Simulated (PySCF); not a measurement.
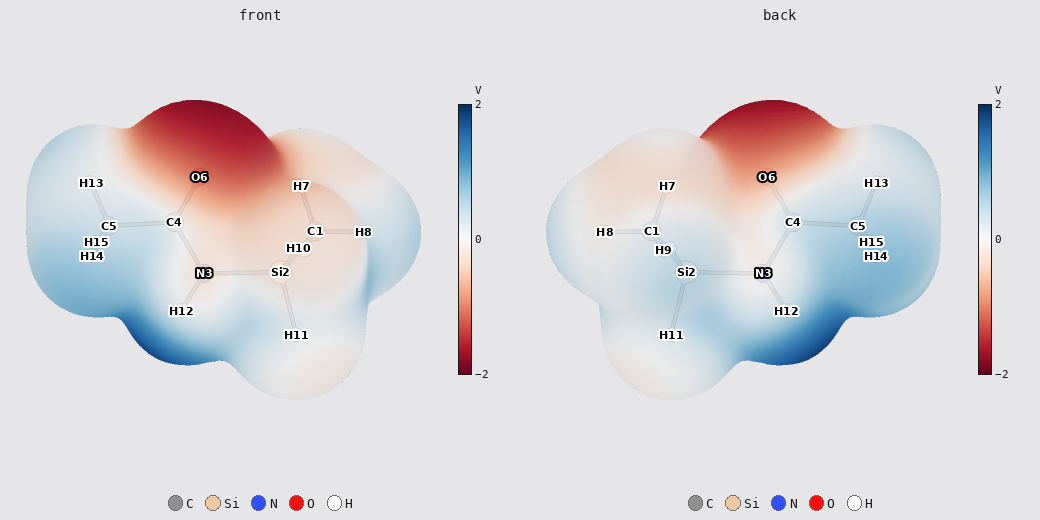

*C$_{3}$H$_{9}$NOSi (SMILES C[SiH2]NC(C)=O). The electrostatic potential painted on the density surface at 0.001 e/bohr³, seen from the front and from behind; red is negative and blue positive.*

Geometry: PBE0-D3(BJ)/def2-SVP.

Method: PySCF 2.14.0, PBE0/pcSseg-1, SCF density, gas phase, non-relativistic.

```xyz
15

C    -2.3215    0.4694    0.6320
Si   -1.3259   -0.4628   -0.6418
N     0.3561   -0.7230   -0.1277
C     1.1601    0.3637    0.0800
C     2.5857    0.0844    0.4916
O     0.7216    1.4908   -0.0606
H    -1.8712    1.4609    0.7842
H    -3.3596    0.6002    0.2885
H    -2.3377   -0.0652    1.5937
H    -1.3484    0.2271   -1.9631
H    -1.8403   -1.8571   -0.8178
H     0.7541   -1.6464   -0.0055
H     3.1354    1.0309    0.5406
H     3.0772   -0.5919   -0.2245
H     2.6091   -0.3998    1.4804
```

**Where is the surface potential most negative and most positive?**

The most negative region (about −1.8 V) lies over O6, the most positive (about +1.8 V) over H12. O6 is the likeliest acceptor of a hydrogen bond.

**How polar is the molecule by this calculation?**

Its dipole moment is 3.20 D.
